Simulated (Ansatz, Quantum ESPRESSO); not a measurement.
# Mode couplings of Rh (Fm-3m) in a second program, part 2 of 4

Each step names its level of theory.

So far. Step 2 (Relaxation): The largest force is now zero by symmetry and the largest stress component 0.0075 GPa. Step 3 (Ground state with pw.x): With these potentials, mesh and smearing the cell is at 0.82 GPa. The relaxed cell has a = 3.830 Å (conventional setting).

### Step 4. Phonons and couplings with ph.x: Fermi–Dirac smearing of 0.1 eV

Level of this step: DFT PBE, scalar-relativistic, plane waves, GBRV ultrasoft pseudopotentials (Quantum ESPRESSO).

ph.x gives each mode's frequency and linewidth; λ of a mode follows from Gaussian double-delta sums over the k mesh, here at four widths.

The input, ph.in:

```
phonons and couplings
 &inputph
    prefix='x',
    outdir='./tmp',
    tr2_ph=1.0d-15,
    fildyn='x.dyn',
    fildvscf='dvscf',
    ldisp=.true.,
    nq1=3,
    nq2=3,
    nq3=3,
    electron_phonon='simple',
    el_ph_ngauss=0,
    el_ph_sigma=0.00734986,
    el_ph_nsigma=4,
    alpha_mix(1)=0.5,
    amass(1)=102.9055,
 /
```

The run is started by

```
OMP_NUM_THREADS=1 mpirun -n 4 ph.x -nk 4 -in ph.in > ph.x.log
```

The log of the run:

```text
[banner, memory and clock lines left out]
Program PHONON v.7.5

     ./tmp/x.save/

     IMPORTANT: XC functional enforced from input :
     Exchange-correlation= PBE
                           (   1   4   3   4   0   0   0)
     Any further DFT definition will be discarded
     Please, verify this is what you really want

     G-vector sticks info

     negative rho (up, down):  5.920E-02 0.000E+00
     Reading collected, re-writing distributed wavefunctions in ./tmp/

     Dynamical matrices for ( 3, 3, 3)  uniform grid of q-points
     (   4 q-points):
       N         xq(1)         xq(2)         xq(3)
       1   0.000000000   0.000000000   0.000000000
       2   0.235702260   0.235702260  -0.235702260
       3   0.471404521  -0.000000000   0.000000000
       4  -0.000000000  -0.471404521   0.471404521

     Number and degeneracy of irreps per q-point
       N         xq(1)         xq(2)         xq(3)   N irreps
       1   0.000000000   0.000000000   0.000000000       1
        3
       2   0.235702260   0.235702260  -0.235702260       2
        1   2
       3   0.471404521  -0.000000000   0.000000000       2
        1   2
       4  -0.000000000  -0.471404521   0.471404521       3
     No degeneracy

     Saving dvscf to file. Distribute only q points, not irreducible representations.

     Calculation of q =    0.0000000   0.0000000   0.0000000

     phonons and couplings

     bravais-lattice index     =            0
     lattice parameter (alat)  =       5.1182  a.u.
     unit-cell volume          =      94.8084 (a.u.)^3
     number of atoms/cell      =            1
     number of atomic types    =            1
     kinetic-energy cut-off    =      45.0000  Ry
     charge density cut-off    =     360.0000  Ry
     convergence threshold     =      1.0E-15
     beta                      =       0.5000
     number of iterations used =            4
     Exchange-correlation= PBE
                           (   1   4   3   4   0   0   0)

     celldm(1)=    5.11824  celldm(2)=    0.00000  celldm(3)=    0.00000
     celldm(4)=    0.00000  celldm(5)=    0.00000  celldm(6)=    0.00000

     crystal axes: (cart. coord. in units of alat)
               a(1) = (  0.0000  0.7071  0.7071 )
               a(2) = (  0.7071  0.0000  0.7071 )
               a(3) = (  0.7071  0.7071  0.0000 )

     reciprocal axes: (cart. coord. in units 2 pi/alat)
               b(1) = ( -0.7071  0.7071  0.7071 )
               b(2) = (  0.7071 -0.7071  0.7071 )
               b(3) = (  0.7071  0.7071 -0.7071 )

     Atoms inside the unit cell:

     Cartesian axes

     site n.  atom      mass           positions (alat units)
        1  Rh    102.9055   tau(    1) = (    0.00000    0.00000    0.00000  )

     Computing dynamical matrix for
                    q = (   0.0000000   0.0000000   0.0000000 )

     49 Sym.Ops. (with q -> -q+G )

     G cutoff =  238.8823  (  10969 G-vectors)     FFT grid: ( 32, 32, 32)
     G cutoff =  119.4412  (   3839 G-vectors)  smooth grid: ( 24, 24, 24)

     number of k points=   120  Fermi-Dirac smearing, width (Ry)=  0.0073

     PseudoPot. # 1 for Rh read from file:
     ./pseudo/Rh.upf
     Pseudo is Ultrasoft + core correction, Zval = 15.0
     Using radial grid of  969 points,  7 beta functions with:
                l(1) =   0
                l(2) =   0
                l(3) =   1
                l(4) =   1
                l(5) =   2
                l(6) =   2
                l(7) =   2
     Q(r) pseudized with  8 coefficients,  rinner =    1.200   1.200   1.200
                                                       1.200   1.200

     Mode symmetry, O_h (m-3m)  point group:

     Atomic displacements:
     There are    1 irreducible representations

     Representation     1      3 modes -  To be done

     Alpha used in Ewald sum =   2.8000

     negative rho (up, down):  5.920E-02 0.000E+00

     Representation #   1 modes #   1   2   3

     Self-consistent Calculation

     Pert. #  1: Fermi energy shift (Ry) =    -3.4466E-26    -1.5673E-37
     Pert. #  2: Fermi energy shift (Ry) =     1.7233E-26     2.6645E-37
     Pert. #  3: Fermi energy shift (Ry) =    -5.3853E-27     3.9183E-37

      thresh= 1.000E-02 alpha_mix =  0.500 |ddv_scf|^2 =  5.638E-06

     Pert. #  1: Fermi energy shift (Ry) =    -4.3082E-27    -1.4694E-39
     Pert. #  2: Fermi energy shift (Ry) =     1.2925E-26    -4.8979E-40
     Pert. #  3: Fermi energy shift (Ry) =    -3.5004E-27    -2.6938E-39

      thresh= 2.374E-04 alpha_mix =  0.500 |ddv_scf|^2 =  2.886E-07

     Pert. #  1: Fermi energy shift (Ry) =     2.5849E-26     6.1224E-40
     Pert. #  2: Fermi energy shift (Ry) =     3.6620E-26    -1.0408E-39
     Pert. #  3: Fermi energy shift (Ry) =     1.1363E-25    -1.5306E-39

      thresh= 5.372E-05 alpha_mix =  0.500 |ddv_scf|^2 =  2.815E-09

     Pert. #  1: Fermi energy shift (Ry) =    -2.5849E-26    -3.0612E-41
     Pert. #  2: Fermi energy shift (Ry) =     8.6165E-27     1.4923E-40
     Pert. #  3: Fermi energy shift (Ry) =     1.7233E-26    -1.9132E-41

      thresh= 5.306E-06 alpha_mix =  0.500 |ddv_scf|^2 =  2.603E-11

     Pert. #  1: Fermi energy shift (Ry) =     0.0000E+00    -2.8699E-42
     Pert. #  2: Fermi energy shift (Ry) =     6.4623E-27    -1.4349E-42
     Pert. #  3: Fermi energy shift (Ry) =    -2.3695E-26     1.1001E-41

      thresh= 5.102E-07 alpha_mix =  0.500 |ddv_scf|^2 =  1.037E-12

     Pert. #  1: Fermi energy shift (Ry) =    -8.6165E-27    -4.7831E-42
     Pert. #  2: Fermi energy shift (Ry) =    -4.3082E-27     8.1313E-42
     Pert. #  3: Fermi energy shift (Ry) =    -4.7391E-26     1.1958E-41

      thresh= 1.018E-07 alpha_mix =  0.500 |ddv_scf|^2 =  2.067E-14

     Pert. #  1: Fermi energy shift (Ry) =    -1.2925E-26    -2.8699E-42
     Pert. #  2: Fermi energy shift (Ry) =    -1.2925E-26    -1.4349E-42
     Pert. #  3: Fermi energy shift (Ry) =    -1.9387E-26     1.1001E-41

      thresh= 1.438E-08 alpha_mix =  0.500 |ddv_scf|^2 =  3.707E-17

     End of self-consistent calculation

     Convergence has been achieved

     Number of q in the star =    1
     List of q in the star:
          1   0.000000000   0.000000000   0.000000000

     Diagonalizing the dynamical matrix

     q = (    0.000000000   0.000000000   0.000000000 )

 **************************************************************************
     freq (    1) =       0.104908 [THz] =       3.499341 [cm-1]
     freq (    2) =       0.104908 [THz] =       3.499341 [cm-1]
     freq (    3) =       0.104908 [THz] =       3.499341 [cm-1]
 **************************************************************************

     Mode symmetry, O_h (m-3m)  point group:

[...]
(   1   4   3   4   0   0   0)

     celldm(1)=   5.118240  celldm(2)=   0.000000  celldm(3)=   0.000000
     celldm(4)=   0.000000  celldm(5)=   0.000000  celldm(6)=   0.000000

     crystal axes: (cart. coord. in units of alat)
               a(1) = (   0.000000   0.707107   0.707107 )
               a(2) = (   0.707107   0.000000   0.707107 )
               a(3) = (   0.707107   0.707107   0.000000 )

     reciprocal axes: (cart. coord. in units 2 pi/alat)
               b(1) = ( -0.707107  0.707107  0.707107 )
               b(2) = (  0.707107 -0.707107  0.707107 )
               b(3) = (  0.707107  0.707107 -0.707107 )

     PseudoPot. # 1 for Rh read from file:
     ./pseudo/Rh.upf
     Pseudo is Ultrasoft + core correction, Zval = 15.0
     Using radial grid of  969 points,  7 beta functions with:
[...]
l(7) =   2
     Q(r) pseudized with  8 coefficients,  rinner =    1.200   1.200   1.200
                                                       1.200   1.200

     atomic species   valence    mass     pseudopotential
     Rh               15.00   102.90550     Rh( 1.00)

     48 Sym. Ops., with inversion, found

   Cartesian axes

     site n.     atom                  positions (alat units)
         1        Rh     tau(   1) = (   0.0000000   0.0000000   0.0000000  )

     number of k points=  1920  Fermi-Dirac smearing, width (Ry)=  0.0073

     Number of k-points >= 100: set verbosity='high' to print them.

     Dense  grid:    10969 G-vectors     FFT dimensions: (  32,  32,  32)

     Smooth grid:     3839 G-vectors     FFT dimensions: (  24,  24,  24)

     The potential is recalculated from file :
     ./tmp/_ph0/x.q_4/x.save/charge-density

     negative rho (up, down):  5.920E-02 0.000E+00
     Starting wfcs are   12 atomic +    3 random wfcs

     Band Structure Calculation
     Davidson diagonalization with overlap

     ethr =  6.67E-11,  avg # of iterations = 14.7

     End of band structure calculation

     Number of k-points >= 100: set verbosity='high' to print the bands.

     the Fermi energy is    20.7905 ev

     Writing config to output data dir ./tmp/_ph0/x.q_4/x.save/ :
     XML data file

     phonons and couplings

     bravais-lattice index     =            0
     lattice parameter (alat)  =       5.1182  a.u.
     unit-cell volume          =      94.8084 (a.u.)^3
     number of atoms/cell      =            1
     number of atomic types    =            1
     kinetic-energy cut-off    =      45.0000  Ry
     charge density cut-off    =     360.0000  Ry
     convergence threshold     =      1.0E-15
     beta                      =       0.5000
     number of iterations used =            4
     Exchange-correlation= PBE
                           (   1   4   3   4   0   0   0)

     celldm(1)=    5.11824  celldm(2)=    0.00000  celldm(3)=    0.00000
     celldm(4)=    0.00000  celldm(5)=    0.00000  celldm(6)=    0.00000

     crystal axes: (cart. coord. in units of alat)
               a(1) = (  0.0000  0.7071  0.7071 )
               a(2) = (  0.7071  0.0000  0.7071 )
               a(3) = (  0.7071  0.7071  0.0000 )

     reciprocal axes: (cart. coord. in units 2 pi/alat)
               b(1) = ( -0.7071  0.7071  0.7071 )
               b(2) = (  0.7071 -0.7071  0.7071 )
               b(3) = (  0.7071  0.7071 -0.7071 )

     Atoms inside the unit cell:

     Cartesian axes

     site n.  atom      mass           positions (alat units)
        1  Rh    102.9055   tau(    1) = (    0.00000    0.00000    0.00000  )

     Computing dynamical matrix for
                    q = (  -0.0000000  -0.4714045   0.4714045 )

      4 Sym.Ops. (no q -> -q+G )

     G cutoff =  238.8823  (  10969 G-vectors)     FFT grid: ( 32, 32, 32)
     G cutoff =  119.4412  (   3839 G-vectors)  smooth grid: ( 24, 24, 24)

     number of k points=  1920  Fermi-Dirac smearing, width (Ry)=  0.0073

     PseudoPot. # 1 for Rh read from file:
     ./pseudo/Rh.upf
     Pseudo is Ultrasoft + core correction, Zval = 15.0
     Using radial grid of  969 points,  7 beta functions with:
                l(1) =   0
                l(2) =   0
                l(3) =   1
                l(4) =   1
                l(5) =   2
                l(6) =   2
                l(7) =   2
     Q(r) pseudized with  8 coefficients,  rinner =    1.200   1.200   1.200
                                                       1.200   1.200

     Mode symmetry, C_2v (mm2)  point group:

     Atomic displacements:
     There are    3 irreducible representations

     Representation     1      1 modes -  To be done

     Representation     2      1 modes -  To be done

     Representation     3      1 modes -  To be done

     Alpha used in Ewald sum =   2.8000

     negative rho (up, down):  5.920E-02 0.000E+00

     Representation #   1 mode #   1

     Self-consistent Calculation

[...]
End of self-consistent calculation

     Convergence has been achieved

     Representation #   2 mode #   2

     Self-consistent Calculation

[...]
End of self-consistent calculation

     Convergence has been achieved

     Representation #   3 mode #   3

     Self-consistent Calculation

[...]
thresh= 2.188E-03 alpha_mix =  0.500 |ddv_scf|^2 =  1.620E-05

      thresh= 4.025E-04 alpha_mix =  0.500 |ddv_scf|^2 =  1.189E-07

      thresh= 3.448E-05 alpha_mix =  0.500 |ddv_scf|^2 =  4.410E-09

      thresh= 6.641E-06 alpha_mix =  0.500 |ddv_scf|^2 =  2.510E-11

      thresh= 5.010E-07 alpha_mix =  0.500 |ddv_scf|^2 =  2.293E-12

      thresh= 1.514E-07 alpha_mix =  0.500 |ddv_scf|^2 =  4.832E-14

      thresh= 2.198E-08 alpha_mix =  0.500 |ddv_scf|^2 =  3.410E-15

      thresh= 5.840E-09 alpha_mix =  0.500 |ddv_scf|^2 =  1.138E-16

     End of self-consistent calculation

     Convergence has been achieved

     Number of q in the star =   12
     List of q in the star:
[...]
5  -0.471404521   0.471404521  -0.000000000
          6   0.471404521  -0.471404521   0.000000000
          7  -0.471404521  -0.471404521  -0.000000000
          8  -0.000000000   0.471404521  -0.471404521
          9   0.471404521  -0.000000000  -0.471404521
         10   0.471404521  -0.000000000   0.471404521
         11  -0.471404521   0.000000000  -0.471404521
         12  -0.471404521   0.000000000   0.471404521

     Diagonalizing the dynamical matrix

     q = (   -0.000000000  -0.471404521   0.471404521 )

 **************************************************************************
     freq (    1) =       4.371408 [THz] =     145.814477 [cm-1]
     freq (    2) =       5.566876 [THz] =     185.691009 [cm-1]
     freq (    3) =       5.684083 [THz] =     189.600595 [cm-1]
 **************************************************************************

     Mode symmetry, C_2v (mm2)  point group:

     freq (   1-   1) =        145.8  [cm-1]   --> B_1  D_3  S_3
     freq (   2-   2) =        185.7  [cm-1]   --> B_2  D_4  S_4
     freq (   3-   3) =        189.6  [cm-1]   --> A_1  D_1  S_1

     Gaussian Broadening:   0.007 Ry, ngauss=   0
     DOS =  9.699975 states/spin/Ry/Unit Cell at Ef= 20.816322 eV
     double delta at Ef =174.711292
[...]
Gaussian Broadening:   0.015 Ry, ngauss=   0
     DOS =  9.171489 states/spin/Ry/Unit Cell at Ef= 20.797233 eV
     double delta at Ef =187.328978
[...]
lambda(    2)=  0.1933   gamma=   52.47 GHz
     lambda(    3)=  0.3034   gamma=   85.85 GHz

     Gaussian Broadening:   0.022 Ry, ngauss=   0
     DOS =  9.490391 states/spin/Ry/Unit Cell at Ef= 20.781907 eV
     double delta at Ef =203.137676
     lambda(    1)=  0.2653   gamma=   45.94 GHz
     lambda(    2)=  0.2027   gamma=   56.94 GHz
     lambda(    3)=  0.2769   gamma=   81.07 GHz

     Gaussian Broadening:   0.029 Ry, ngauss=   0
     DOS =  9.821577 states/spin/Ry/Unit Cell at Ef= 20.769958 eV
     double delta at Ef =213.304247
     lambda(    1)=  0.2627   gamma=   47.09 GHz
     lambda(    2)=  0.2087   gamma=   60.65 GHz
     lambda(    3)=  0.2660   gamma=   80.59 GHz
```

The job ended after 10 min (4 MPI ranks of Arm Neoverse V1, shared host; 40 min of CPU time).

This step gave:

```yaml
highest_frequency_solved_or_plainly_interpolated: 219.1 cm⁻¹
omega_log_against_width: 20.3, 19.92, 19.84, 19.84 meV, at widths 0.1 to 0.4 eV
```

As ph.x prints them, no sum rule imposed; at the zone centre the sum is no linewidth. Double-delta sums:

```csv
q1,q2,q3,star,mode,omega (meV),"lambda_q, sigma 0.1 eV","lambda_q, sigma 0.2 eV","lambda_q, sigma 0.3 eV","lambda_q, sigma 0.4 eV",half width at sigma 0.2 (meV)
0,0,0,1,1,0.4339,0,0,0,0,8.27e-5
0,0,0,1,2,0.4339,0,0,0,0,8.27e-5
0,0,0,1,3,0.4339,0,0,0,0,8.27e-5
0,0,0.3333,8,1,14.08,0.2248,0.1871,0.1811,0.1777,0.07849
0,0,0.3333,8,2,14.08,0.2248,0.1871,0.1811,0.1777,0.07849
0,0,0.3333,8,3,27.11,0.1217,0.1071,0.0951,0.0873,0.1668
0,0.3333,0.3333,6,1,19.26,0.0711,0.1061,0.1236,0.1288,0.08333
0,0.3333,0.3333,6,2,19.26,0.0711,0.1061,0.1236,0.1288,0.08333
0,0.3333,0.3333,6,3,27.16,0.1194,0.0848,0.0915,0.0969,0.1324
0,0.3333,-0.3333,12,1,18.08,0.1204,0.2412,0.2653,0.2627,0.1669
0,0.3333,-0.3333,12,2,23.02,0.1761,0.1933,0.2027,0.2087,0.217
0,0.3333,-0.3333,12,3,23.51,0.439,0.3034,0.2769,0.266,0.355
```

Mean over the q mesh without its centre; few wavevectors enter, so none of the widths can be taken as converged. The coupling constant λ, lambda by Gaussian width:

```csv
Gaussian width (eV),"coupling constant λ, lambda"
0.100,0.576
0.200,0.557
0.300,0.563
0.400,0.558
```

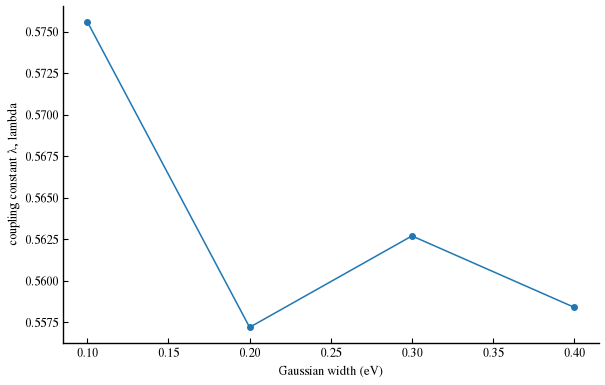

Coupling constant λ, lambda, plotted against Gaussian width.

λ runs from 0.576 at 0.1 eV to 0.558 at 0.4 eV.

(Part 2 of 4 ends here.)

[Logs are printed without paths, hosts, clocks, repeated set-up lines and the standing remarks that a program may print on its own settings, such as how far it seeks lower states.]

[Hosts, paths, dates, database ids (printed as entryN), source tags and the programs' standing remarks are cut or masked in the printed files.]
